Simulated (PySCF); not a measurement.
C3H10BClSi, SMILES Cl[SiH2]CB(C)C, singlet at its GFN2-xTB optimised geometry (Å):

```
16

Si    -1.3592     1.7627     1.7685
Cl     0.2818     1.9956     2.9248
C     -0.8467     1.2690     0.0000
B     -0.0729    -0.0967     0.0000
C      1.5043    -0.0967     0.0000
C     -0.8693    -1.4570     0.0605
H     -2.0581     3.0493     1.7468
H     -2.1941     0.7436     2.4030
H     -1.7681     1.2141    -0.5799
H     -0.2547     2.0884    -0.4112
H      1.9044     0.4353    -0.8626
H      1.8753     0.4395     0.8735
H      1.9508    -1.0881     0.0099
H     -1.9508    -1.3416     0.0845
H     -0.5778    -2.0291     0.9410
H     -0.6248    -2.0884    -0.7932
```

Level of theory: PBE0/def2-TZVP (PySCF 2.14.0).

Map of the electron localisation function on the plane z = 1.2 Å:

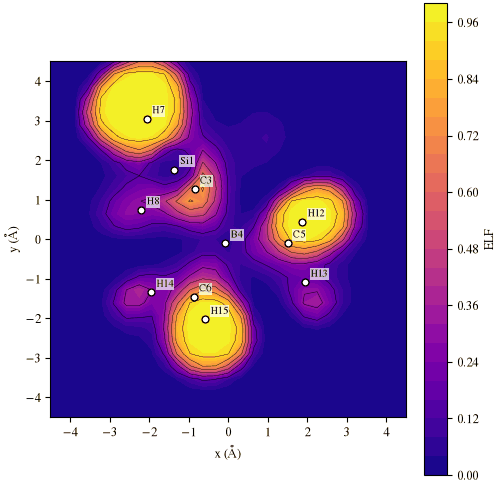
Figure: Electron localisation function on the plane z = 1.2 Å.
